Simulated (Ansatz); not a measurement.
## Geometry relaxation of CH5FSi

System: CH5FSi.
Method: RKS PBE0-D4/def2-TZVP (Ansatz 0.2.0).

Figures and captions count atoms from 1; the log counts them from 0 in places.

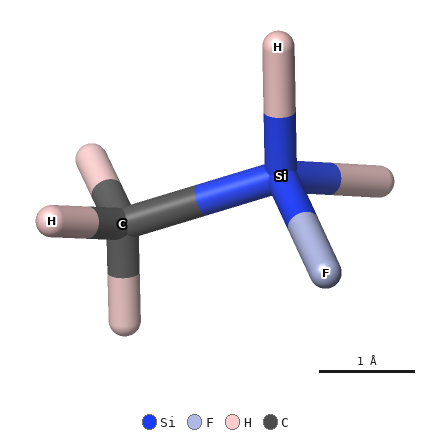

The starting structure (stick view, seen at a tilt). Bond lengths as drawn: C–H 1.09 Å, C–Si 1.85 Å, F–Si 1.61 Å and H–Si 1.48 to 1.49 Å.

Results in brief

- outcome: converged
- total energy: −11709.6079 eV
- mean-field energy: −11709.5170 eV
- dispersion energy: −0.0909 eV
- SCF solution under orbital rotations: stable
- largest force (length of the vector) at the end: 0.001 eV/Å
- dipole moment: 1.74 D
- hardware: 4 threads of Intel Xeon @ 2.50GHz, 180 GiB of memory available, shared host
- wall time: 13 s (CPU time 33 s)
- peak memory: 0.53 GiB

The input
```yaml
crystal:
  periodic: [false, false, false]
  atoms:
    - {symbol: Si, position_ang: [-0.038626, -1.160502, -1.291428]}
    - {symbol: F, position_ang: [1.400251, -0.460397, -1.422802]}
    - {symbol: H, position_ang: [-0.035932, -2.334967, -2.200349]}
    - {symbol: H, position_ang: [-1.052447, -0.176826, -1.748318]}
    - {symbol: C, position_ang: [-0.320888, -1.664902, 0.468870]}
    - {symbol: H, position_ang: [0.445044, -2.368435, 0.802861]}
    - {symbol: H, position_ang: [-0.307002, -0.796894, 1.131307]}
    - {symbol: H, position_ang: [-1.295072, -2.152685, 0.565913]}
basis:
  gaussian: {orbitals: def2-TZVP}
hamiltonian: {xc: pbe0, dispersion: d4}
relax: {f_tol: 0.005, max_steps: 200}
```

Command:
```bash
ansatz run in.yaml --threads 4 --pin off --events-out ev --progress --plain --max-ram 9574MiB
```

What the program printed
```
Functional definition: PBE0
  name "PBE0"
  cite "Adamo & Barone, J. Chem. Phys. 110, 6158 (1999) doi:10.1063/1.478522"
  cite "Perdew, Burke & Ernzerhof, Phys. Rev. Lett. 77, 3865 (1996) doi:10.1103/PhysRevLett.77.3865"
  parent pbe
  parameter a = 0.25
  parameter kappa = 0.804
  parameter beta = 0.06672455060314922
  exchange = (1 - a)*pbe_x(kappa = kappa, mu = beta*pi^2/3) + a*exact_x
  correlation = pbe_c(beta = beta)
824 factors; their error is unknown
mean field evaluation 1: about -11703.8176 eV, gradient 5.4e1 eV
mean field evaluation 2: about -11701.3828 eV, gradient 6.3e1 eV
mean field evaluation 4: about -11709.4561 eV, gradient 3.2e0 eV
mean field evaluation 8: about -11709.4768 eV, gradient 3.8e-2 eV
mean field evaluation 16: about -11709.5168 eV, gradient 5.6e-5 eV
mean field -11709.51684749 eV, -430.3168071496 hartree, gradient 5.6e-5 eV, S^2 0.000000; 0 other end points of the search recorded, 0 dependent functions left out
the calculation of the forces begins
reference -11709.51687411 eV, -430.3168081280 hartree; 17, 17 occupied and 112, 112 virtual orbitals, 824 factors
relax step   1: F+E_penalty+E_count = -11709.60776314 eV  Δ(F+E_penalty+E_count) = +0.000e0 eV  max|allowed force component| = 5.095e-2 eV/Å  Δτ_max = 0.0000 Å  (24 SCF iters, accepted)
these checks for a lower state are left out or cut short: starts, cluster_reference, orbital_swaps, neighbouring_geometries, increment
824 factors; their error is unknown
mean field -11709.51692630 eV, -430.3168100458 hartree, gradient 1.3e-5 eV, S^2 0.000000; 0 other end points of the search recorded, 0 dependent functions left out
the calculation of the forces begins
reference -11709.51695293 eV, -430.3168110244 hartree; 17, 17 occupied and 112, 112 virtual orbitals, 824 factors
relax step   2: F+E_penalty+E_count = -11709.60784876 eV  Δ(F+E_penalty+E_count) = -8.563e-5 eV  max|allowed force component| = 2.426e-2 eV/Å  Δτ_max = 0.0022 Å  (21 SCF iters, accepted)
these checks for a lower state are left out or cut short: starts, cluster_reference, orbital_swaps, neighbouring_geometries, increment
824 factors; their error is unknown
mean field -11709.51694228 eV, -430.3168106331 hartree, gradient 1.1e-5 eV, S^2 0.000000; 0 other end points of the search recorded, 0 dependent functions left out
the calculation of the forces begins
reference -11709.51696891 eV, -430.3168116118 hartree; 17, 17 occupied and 112, 112 virtual orbitals, 824 factors
relax step   3: F+E_penalty+E_count = -11709.60786590 eV  Δ(F+E_penalty+E_count) = -1.714e-5 eV  max|allowed force component| = 9.387e-3 eV/Å  Δτ_max = 0.0009 Å  (20 SCF iters, accepted)
these checks for a lower state are left out or cut short: starts, cluster_reference, orbital_swaps, neighbouring_geometries, increment
824 factors; their error is unknown
mean field evaluation 32: about -11709.5169 eV, gradient 5.3e-4 eV
mean field -11709.51694652 eV, -430.3168107889 hartree, gradient 2.1e-5 eV, S^2 0.000000; 0 other end points of the search recorded, 0 dependent functions left out
the calculation of the forces begins
reference -11709.51697315 eV, -430.3168117676 hartree; 17, 17 occupied and 112, 112 virtual orbitals, 824 factors
relax step   4: F+E_penalty+E_count = -11709.60787073 eV  Δ(F+E_penalty+E_count) = -4.829e-6 eV  max|allowed force component| = 1.129e-3 eV/Å  Δτ_max = 0.0019 Å  (20 SCF iters, accepted)
```

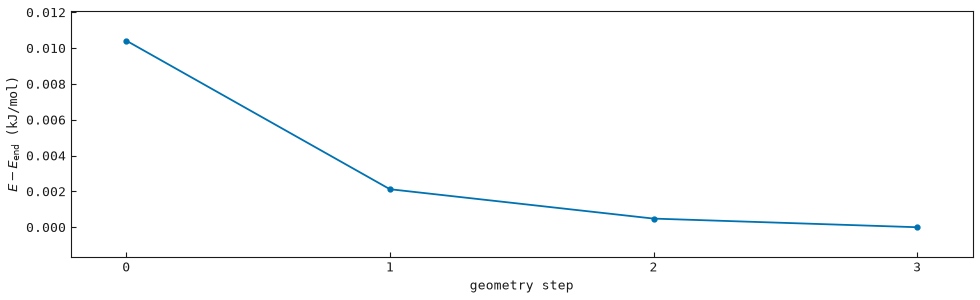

Progress of the relaxation, step by step (the first geometry is step 0 here and step 1 in the log). The energy falls by 0.01 kJ/mol in 3 geometry steps. The largest force component goes from 0.051 to 0.0011 eV/Å. The largest moves after the best rigid fit, 0.004 Å, are those of F2 and H8. Largest moves by element: F 0.004 Å, H 0.004 Å, Si 0.002 Å, C 0.001 Å. (Atoms are counted from 1 in the order of the input.)

```
824 factors; their error is unknown
mean field -11709.51694652 eV, -430.3168107889 hartree, gradient 2.2e-5 eV, S^2 0.000000; 1 other end points of the search recorded, 0 dependent functions left out
the calculation of the forces begins
reference -11709.51697315 eV, -430.3168117676 hartree; 17, 17 occupied and 112, 112 virtual orbitals, 824 factors
Total energy: -11709.60789736 eV, -430.3201531708 hartree
Atom 0 at    -0.037338    -1.161454    -1.292945 Å, force    -0.000458    -0.000666     0.000095 eV/Å
Atom 1 at     1.398265    -0.456967    -1.421145 Å, force     0.000046     0.000301     0.000105 eV/Å
Atom 2 at    -0.034836    -2.336398    -2.200798 Å, force     0.000144    -0.000092    -0.000487 eV/Å
Atom 3 at    -1.053197    -0.178791    -1.748139 Å, force     0.000144    -0.000305     0.000169 eV/Å
Atom 4 at    -0.320468    -1.664842     0.468127 Å, force    -0.000080     0.001129     0.000326 eV/Å
Atom 5 at     0.443140    -2.370662     0.802578 Å, force    -0.000580     0.000111    -0.000144 eV/Å
Atom 6 at    -0.303787    -0.797668     1.132110 Å, force     0.000162    -0.000894     0.000093 eV/Å
Atom 7 at    -1.296451    -2.148825     0.566267 Å, force     0.000621     0.000416    -0.000157 eV/Å
Dipole moment:    -0.257400    -0.162716     0.196616 e Å
```

Trajectory as extended XYZ (Å, eV, eV/Å), 4 frames, from step=1 to step=4
```
8
Properties=species:S:1:pos:R:3:forces:R:3 step=1 energy=-11709.60776
Si   -0.0386   -1.1605   -1.2914    0.0509  -0.0066  -0.0377
F     1.4003   -0.4604   -1.4228   -0.0382  -0.0063   0.0135
H    -0.0359   -2.3350   -2.2003   -0.0087   0.0005   0.0044
H    -1.0524   -0.1768   -1.7483   -0.0015   0.0046   0.0063
C    -0.3209   -1.6649    0.4689    0.0003  -0.0019  -0.0065
H     0.4450   -2.3684    0.8029    0.0000   0.0041   0.0017
H    -0.3070   -0.7969    1.1313   -0.0020   0.0001   0.0149
H    -1.2951   -2.1527    0.5659   -0.0008   0.0055   0.0033
8
Properties=species:S:1:pos:R:3:forces:R:3 step=2 energy=-11709.60785
Si   -0.0377   -1.1620   -1.2928    0.0243   0.0159  -0.0076
F     1.3994   -0.4587   -1.4217   -0.0226  -0.0107   0.0033
H    -0.0360   -2.3363   -2.2016   -0.0020   0.0011   0.0033
H    -1.0523   -0.1776   -1.7466   -0.0012  -0.0006  -0.0033
C    -0.3208   -1.6645    0.4683    0.0028  -0.0071  -0.0023
H     0.4444   -2.3685    0.8027   -0.0004  -0.0007   0.0036
H    -0.3063   -0.7971    1.1318    0.0003   0.0012   0.0016
H    -1.2955   -2.1510    0.5658   -0.0011   0.0008   0.0016
8
Properties=species:S:1:pos:R:3:forces:R:3 step=3 energy=-11709.60787
Si   -0.0375   -1.1617   -1.2930    0.0094   0.0067  -0.0011
F     1.3989   -0.4582   -1.4214   -0.0082  -0.0040   0.0006
H    -0.0360   -2.3363   -2.2012   -0.0004  -0.0001   0.0005
H    -1.0524   -0.1778   -1.7474   -0.0007  -0.0008  -0.0011
C    -0.3205   -1.6647    0.4681    0.0004  -0.0023  -0.0003
H     0.4442   -2.3691    0.8030   -0.0003  -0.0005   0.0004
H    -0.3057   -0.7974    1.1319    0.0004   0.0007   0.0004
H    -1.2956   -2.1505    0.5659   -0.0007   0.0002   0.0005
8
Properties=species:S:1:pos:R:3:forces:R:3 step=4 energy=-11709.60787
Si   -0.0373   -1.1615   -1.2929   -0.0005  -0.0007   0.0001
F     1.3983   -0.4570   -1.4211    0.0000   0.0003   0.0001
H    -0.0348   -2.3364   -2.2008    0.0001  -0.0001  -0.0005
H    -1.0532   -0.1788   -1.7481    0.0001  -0.0003   0.0002
C    -0.3205   -1.6648    0.4681   -0.0001   0.0011   0.0003
H     0.4431   -2.3707    0.8026   -0.0006   0.0001  -0.0001
H    -0.3038   -0.7977    1.1321    0.0002  -0.0009   0.0001
H    -1.2965   -2.1488    0.5663    0.0006   0.0004  -0.0002
```

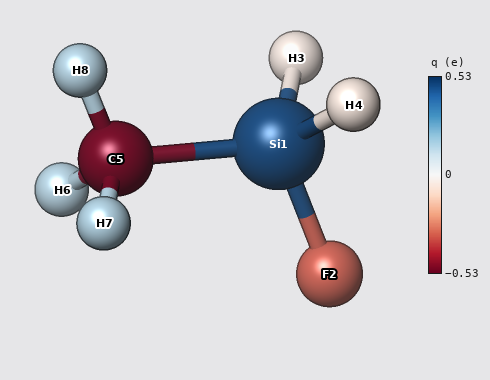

Mulliken charges, as the colour of each atom (ball-and-stick view, seen at a tilt; atoms are numbered from 1 in the order of the input). By element: Si +0.49, F −0.33, H −0.05 to +0.15 and C −0.51 e.
